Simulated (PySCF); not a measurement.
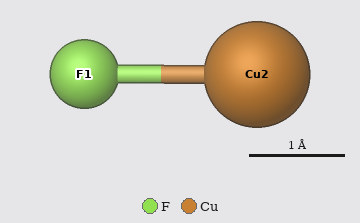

Fig. 1: The starting structure (ball-and-stick view, seen on its broad side; atoms are numbered from 1 in the order of the input). Sticks mark near contacts. Bond lengths as drawn: Cu–F 1.82 Å.

Geometry relaxation, with input and output: CuF

CuF, SMILES [F][Cu], computed with PBE0/def2-TZVP, RKS, dispersion D4 (PySCF 2.14.0).

The atoms were displaced at random from an optimised geometry. Figures and captions count atoms from 1; the log counts them from 0 in places.

### Input (calc.py)
```python
from pyscf import gto, dft
from pyscf.geomopt.geometric_solver import kernel as optimise

molecule = gto.M(
    atom='start.xyz',
    max_memory=1860,
    verbose=3,
    basis='def2-tzvp',
)

myscf = dft.RKS(molecule)
myscf.xc = 'pbe0'
myscf = myscf.density_fit(auxbasis='def2-universal-jkfit')
myscf.max_cycle = 100
myscf.disp = 'd4'
myscf.conv_tol = 1e-09
myscf.grids.level = 4
converged, mol_eq = optimise(myscf, maxsteps=100)
print('converged:', converged)
print(mol_eq.tostring())

myscf.reset(mol_eq)
molecule = mol_eq
myscf.kernel()
energy = myscf.e_tot
print('E = %.10f Eh' % energy)
```

### File start.xyz
```
2
CuF
F      0.783772    -0.244766     0.387316
Cu    -0.781467     0.243900    -0.398583
```

Launch command:
```bash
OMP_NUM_THREADS=1 python calc.py
```

### The program's output
```
#|     Arguments passed to driver run_optimizer():      |#
customengine              <pyscf.geomopt.geometric_solver.PySCFEngine object>
maxiter                   100
----------------------------------------------------------
Custom engine selected.
Bonds will be generated from interatomic distances less than 1.20 times sum of covalent radii
6 internal coordinates being used (instead of 6 Cartesians)
Internal coordinate system (atoms numbered from 1):
Distance 1-2
Translation-X 1-2
Translation-Y 1-2
Translation-Z 1-2
Rotation-A 1-2
Rotation-B 1-2
Rotation-C 1-2
<class 'geometric.internal.Distance'> : 1
<class 'geometric.internal.TranslationX'> : 1
<class 'geometric.internal.TranslationY'> : 1
<class 'geometric.internal.TranslationZ'> : 1
<class 'geometric.internal.RotationA'> : 1
<class 'geometric.internal.RotationB'> : 1
<class 'geometric.internal.RotationC'> : 1
> ===== Optimization Info: ====
> Job type: Energy minimization
> Maximum number of optimization cycles: 100
> Initial / maximum trust radius (Angstrom): 0.100 / 0.300
> Convergence Criteria:
> Will converge when all 5 criteria are reached:
>  |Delta-E| < 1.00e-06
>  RMS-Grad  < 3.00e-04
>  Max-Grad  < 4.50e-04
>  RMS-Disp  < 1.20e-03
>  Max-Disp  < 1.80e-03
> === End Optimization Info ===

Geometry optimization cycle 1
Cartesian coordinates (Angstrom)
 Atom        New coordinates             dX        dY        dZ
   F   0.783772  -0.244766   0.387316    0.000000  0.000000  0.000000
  Cu  -0.781467   0.243900  -0.398583    0.000000  0.000000  0.000000

WARN: Mole.unit (angstrom) is changed to Bohr

converged SCF energy = -1740.06146487631
--------------- DFRKS_Scanner gradients ---------------
         x                y                z
0 F     0.0146173302    -0.0045793007     0.0072404240
1 Cu    -0.0145648208     0.0045471810    -0.0073122912
----------------------------------------------
cycle 1: E = -1740.06146488  dE = -1740.06  norm(grad) = 0.0239445
Step    0 : Gradient = 1.693e-02/1.694e-02 (rms/max) Energy = -1740.0614648763
Hessian Eigenvalues: 5.00000e-02 5.00000e-02 5.00000e-02 ... 5.00000e-02 5.00000e-02 2.47227e-01

Geometry optimization cycle 2
Cartesian coordinates (Angstrom)
 Atom        New coordinates             dX        dY        dZ
   F   0.767236  -0.239256   0.381192   -0.016536  0.005510 -0.006124
  Cu  -0.766042   0.239070  -0.390938    0.015425 -0.004830  0.007645
converged SCF energy = -1740.0622642935
--------------- DFRKS_Scanner gradients ---------------
         x                y                z
0 F     0.0052568859    -0.0016582726     0.0025476731
1 Cu    -0.0052017324     0.0016228407    -0.0026188371
----------------------------------------------
cycle 2: E = -1740.06226429  dE = -0.000799417  norm(grad) = 0.00856886
Step    1 : Displace = 1.812e-02/1.812e-02 (rms/max) Trust = 1.000e-01 (=) Grad = 6.059e-03/6.073e-03 (rms/max) E (change) = -1740.0622642935 (-7.994e-04) Quality = 1.378
Hessian Eigenvalues: 4.99473e-02 5.00000e-02 5.00000e-02 ... 5.00000e-02 5.00000e-02 1.58875e-01

Geometry optimization cycle 3
Cartesian coordinates (Angstrom)
 Atom        New coordinates             dX        dY        dZ
   F   0.757056  -0.235461   0.379433   -0.010180  0.003795 -0.001759
  Cu  -0.757682   0.236443  -0.386832    0.008361 -0.002627  0.004106
converged SCF energy = -1740.06236187886
--------------- DFRKS_Scanner gradients ---------------
         x                y                z
0 F    -0.0008666631     0.0002512543    -0.0005394718
1 Cu     0.0009288881    -0.0002892679     0.0004705455
----------------------------------------------
cycle 3: E = -1740.06236188  dE = -9.75854e-05  norm(grad) = 0.00150771
Step    2 : Displace = 1.011e-02/1.011e-02 (rms/max) Trust = 1.414e-01 (+) Grad = 1.066e-03/1.081e-03 (rms/max) E (change) = -1740.0623618789 (-9.759e-05) Quality = 0.841
Hessian Eigenvalues: 4.96704e-02 5.00000e-02 5.00000e-02 ... 5.00000e-02 5.00001e-02 1.87330e-01

Geometry optimization cycle 4
Cartesian coordinates (Angstrom)
 Atom        New coordinates             dX        dY        dZ
   F   0.757533  -0.235296   0.381361    0.000477  0.000165  0.001928
  Cu  -0.759188   0.236904  -0.387637   -0.001507  0.000461 -0.000805
converged SCF energy = -1740.06236497443
--------------- DFRKS_Scanner gradients ---------------
         x                y                z
0 F     0.0000826354    -0.0000437438    -0.0000590422
1 Cu    -0.0000177422     0.0000056316    -0.0000083656
----------------------------------------------
cycle 4: E = -1740.06236497  dE = -3.09557e-06  norm(grad) = 0.000112448
Step    3 : Displace = 1.487e-03/1.487e-03 (rms/max) Trust = 2.000e-01 (+) Grad = 7.951e-05/1.106e-04 (rms/max) E (change) = -1740.0623649744 (-3.096e-06) Quality = 0.985
Hessian Eigenvalues: 4.47187e-02 4.99996e-02 5.00000e-02 ... 5.00000e-02 5.00001e-02 2.05212e-01

Geometry optimization cycle 5
Cartesian coordinates (Angstrom)
 Atom        New coordinates             dX        dY        dZ
   F   0.756408  -0.234524   0.383146   -0.001125  0.000772  0.001785
  Cu  -0.759542   0.237004  -0.387879   -0.000354  0.000099 -0.000242
converged SCF energy = -1740.06236512387
--------------- DFRKS_Scanner gradients ---------------
         x                y                z
0 F     0.0000995659    -0.0000481219    -0.0000498802
1 Cu    -0.0000308171     0.0000096355    -0.0000153419
----------------------------------------------
cycle 5: E = -1740.06236512  dE = -1.4944e-07  norm(grad) = 0.000126471
```

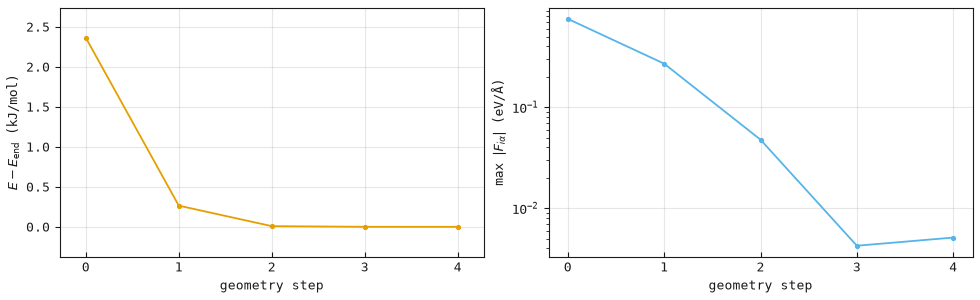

Fig. 2: Progress of the relaxation, step by step (steps are counted from 0).

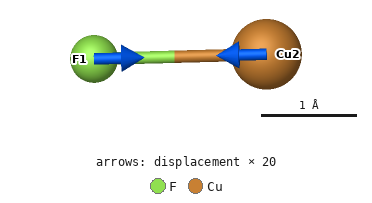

Fig. 3: The starting structure with the displacements as blue arrows, magnified 20 times (ball-and-stick view, seen at a tilt). The two geometries are laid on each other by the best rigid fit. The largest moves after the best rigid fit, 0.027 Å, are those of F1 and Cu2. Largest moves by element: F 0.027 Å, Cu 0.027 Å. Among the contacts that change: F1–Cu2 1.818 → 1.765 Å. The energy falls by 2.36 kJ/mol in 4 geometry steps. The largest force component goes from 0.75 to 0.0051 eV/Å. (Atoms are counted from 1 in the order of the input.)

```
Step    4 : Displace = 2.101e-05/2.101e-05 (rms/max) Trust = 2.828e-01 (+) Grad = 8.943e-05/1.213e-04 (rms/max) E (change) = -1740.0623651239 (-1.494e-07) Quality = 0.709
Hessian Eigenvalues: 4.47187e-02 4.99996e-02 5.00000e-02 ... 5.00000e-02 5.00001e-02 2.05212e-01
Converged! =D

converged: True
F           0.75640796       -0.23452415        0.38314633
Cu         -0.75954244        0.23700355       -0.38787867
converged SCF energy = -1740.06236512387
E = -1740.0623651239 Eh
```

### Trajectory as extended XYZ (Å, eV, eV/Å), 5 frames, from step=0 to step=4
```
2
Properties=species:S:1:pos:R:3:forces:R:3 step=0 energy=-47349.48461
F     0.7838   -0.2448    0.3873   -0.7517   0.2355  -0.3723
Cu   -0.7815    0.2439   -0.3986    0.7490  -0.2338   0.3760
2
Properties=species:S:1:pos:R:3:forces:R:3 step=1 energy=-47349.50637
F     0.7672   -0.2393    0.3812   -0.2703   0.0853  -0.1310
Cu   -0.7660    0.2391   -0.3909    0.2675  -0.0834   0.1347
2
Properties=species:S:1:pos:R:3:forces:R:3 step=2 energy=-47349.50902
F     0.7571   -0.2355    0.3794    0.0446  -0.0129   0.0277
Cu   -0.7577    0.2364   -0.3868   -0.0478   0.0149  -0.0242
2
Properties=species:S:1:pos:R:3:forces:R:3 step=3 energy=-47349.50911
F     0.7575   -0.2353    0.3814   -0.0042   0.0022   0.0030
Cu   -0.7592    0.2369   -0.3876    0.0009  -0.0003   0.0004
2
Properties=species:S:1:pos:R:3:forces:R:3 step=4 energy=-47349.50911
F     0.7564   -0.2345    0.3831   -0.0051   0.0025   0.0026
Cu   -0.7595    0.2370   -0.3879    0.0016  -0.0005   0.0008
```

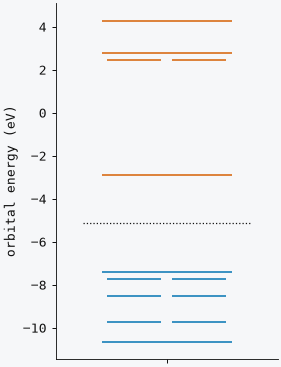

Fig. 4: Orbital energies near the frontier; the dotted line parts filled from empty levels, and levels within 0.02 eV of each other stand side by side. Highest filled −7.41 eV, lowest empty −2.88 eV, 4.53 eV apart.

### Results in brief

```csv
quantity,value
outcome,converged
total energy,−1740.062365 hartree
dispersion energy,−0.000420 hartree
basis functions,76
HOMO,−7.41 eV
LUMO,−2.88 eV
dipole moment,5.37 D
hardware,"1 thread of Arm Neoverse V2, 24 GiB of memory available, shared host"
wall time,21 s
peak memory,0.69 GiB
```
